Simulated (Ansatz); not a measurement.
**BH2SCl (SMILES SBCl): BCCD(T)/STO-3G**

What is the vertical ionisation energy of BH2SCl at BCCD(T)/STO-3G? 

Program for the calculation: Ansatz 0.2.0.

61 further runs of the same task are left out: 1 that didn't finish, 60 set aside as unsound or not needed.

**1. The system as given**

The species is BH2SCl (5 atoms), meant as a singlet with charge 0. As SMILES, `SBCl`. The coordinates come from a PBE0-D4/def2-TZVP relaxation. This is one conformer, not always the lowest.

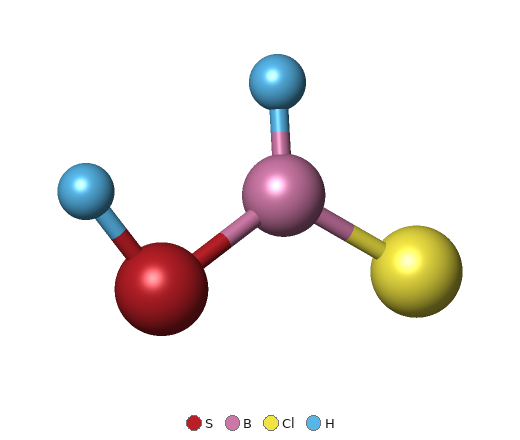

The structure, seen from a chosen angle (sulfur red, boron pink, chlorine yellow, hydrogen blue).

**2. A single-point energy at BCCD(T)/STO-3G**

input.yaml reads:

```yaml
crystal:
  periodic: [false, false, false]
  atoms:
    - symbol: S
      position_ang: [-1.294500, -0.008800, -0.323500]
    - symbol: B
      position_ang: [0.402900, -0.217800, 0.164700]
    - symbol: Cl
      position_ang: [0.888700, -1.738900, 0.868900]
    - symbol: H
      position_ang: [-1.157600, 1.248200, -0.777100]
    - symbol: H
      position_ang: [1.210400, 0.643400, 0.025700]
basis:
  gaussian: {orbitals: STO-3G}
correlation: {method: bccd_t, frozen_orbitals: {B: 1, Cl: 5, H: 0, S: 5}}
accuracy: high
scf: {omitted_lower_state_checks: [cluster_reference, increment]}
```

Started as:

```bash
ansatz run input.yaml --threads 1 --pin off --max-ram 2610MiB --events-out events.jsonl --progress --plain --runs-dir runs
```

Log, shortened:

```text
Warning: RAYON_NUM_THREADS=1 ignored (pool sized by the plan → 1); use --threads N
Functional definition: HF
  name "HF"
[...]
450 factors; integrals over basis functions are off by at most 2.0e-8 eV
[...]
mean field -23765.22755300 eV, -873.3560039230 hartree, gradient 9.7e-8 eV, S^2 0.000000; 0 other end points of the search recorded, 0 dependent functions left out
11 core orbitals not correlated: weight in the atoms' cores, before any rotation towards them, 1.000 or more for the frozen orbitals, at most 0.000 for the correlated occupied ones
reference -23765.22755300 eV, -873.3560039230 hartree; 9, 9 occupied and 5, 5 virtual orbitals, 450 factors
second order -2.03750500 eV of doubles, -0.00000000 eV of singles
cycle   1  -2.38216316 eV  change   -3.4e-1 eV  update   7.8e-2
[...]
cycle  18  -2.61600039 eV  change  -6.8e-10 eV  update   1.7e-9
perturbative correction -0.09855615 eV, -0.0036218718 hartree
Total energy: -23767.94210954 eV, -873.4557620357 hartree
Checks for a lower state left out: cluster_reference, increment
```

Run time: 0.3 s. Hardware: 1 thread of Arm Neoverse V1, shared host.

**3. The doublet cation, same level**

Changes to input.yaml since step 2:

```diff
@@ -14,5 +14,13 @@
 basis:
-  gaussian: {orbitals: STO-3G}
-correlation: {method: bccd_t, frozen_orbitals: {B: 1, Cl: 5, H: 0, S: 5}}
+  gaussian:
+    orbitals: STO-3G
+magnetization:
+  spin_polarized: true
+  initial_magnetization: 1
+correlation:
+  method: bccd_t
+  frozen_orbitals: {B: 1, Cl: 5, H: 0, S: 5}
+total_charge: 1
+scf:
+  omitted_lower_state_checks: [cluster_reference, increment]
 accuracy: high
-scf: {omitted_lower_state_checks: [cluster_reference, increment]}
```

Started as:

```bash
ansatz run input.yaml --threads 1 --pin off --max-ram 2610MiB --events-out events.jsonl --progress --plain --runs-dir runs
```

Log, shortened:

```text
Warning: RAYON_NUM_THREADS=1 ignored (pool sized by the plan → 1); use --threads N
[... 2 set-up lines as earlier in the session ...]
[...]
450 factors; integrals over basis functions are off by at most 2.0e-8 eV
[...]
mean field -23757.54392800 eV, -873.0736359124 hartree, gradient 2.2e-8 eV, S^2 0.758386; 1 other end points of the search recorded, 0 dependent functions left out
11 core orbitals not correlated: weight in the atoms' cores, before any rotation towards them, 1.000 or more for the frozen orbitals, at most 0.000 for the correlated occupied ones
reference -23757.54392800 eV, -873.0736359124 hartree; 9, 8 occupied and 5, 6 virtual orbitals, 450 factors
second order -1.92803740 eV of doubles, -0.00000000 eV of singles
cycle   1  -2.28544832 eV  change   -3.6e-1 eV  update   8.4e-2
[...]
cycle  27  -2.56278137 eV  change  -3.9e-10 eV  update   1.6e-9
perturbative correction -0.10687556 eV, -0.0039276043 hartree
Total energy: -23760.21358493 eV, -873.1717439949 hartree
Checks for a lower state left out: cluster_reference, increment
```

Wall time 0.63 s (1 thread of Arm Neoverse V1, shared host).

**4. Summary of results**

At BCCD(T)/STO-3G, 11 core orbitals frozen:

| quantity | value |
| --- | --- |
| singlet BH2SCl: total energy | -873.45576 Eh |
| singlet BH2SCl: correlation energy (11 core orbitals frozen) | -99.8 mEh |
| singlet BH2SCl: (T) correction | -3.62 mEh |
| doublet cation: total energy | -873.17174 Eh |
| doublet cation: correlation energy (11 core orbitals frozen) | -98.1 mEh |
| doublet cation: (T) correction | -3.93 mEh |
| doublet cation: ⟨S²⟩ of the reference determinant | 0.758 |
| vertical ionisation energy (to the doublet cation) | 7.729 eV |

**Reading.** Removing an electron at fixed nuclei costs 7.73 eV (746 kJ/mol). In a minimal basis such a difference can be off by several eV, whatever the method. The triples (singlet BH2SCl) make up 3.6 % of the correlation energy. The triples (doublet cation) make up 4.0 % of the correlation energy.
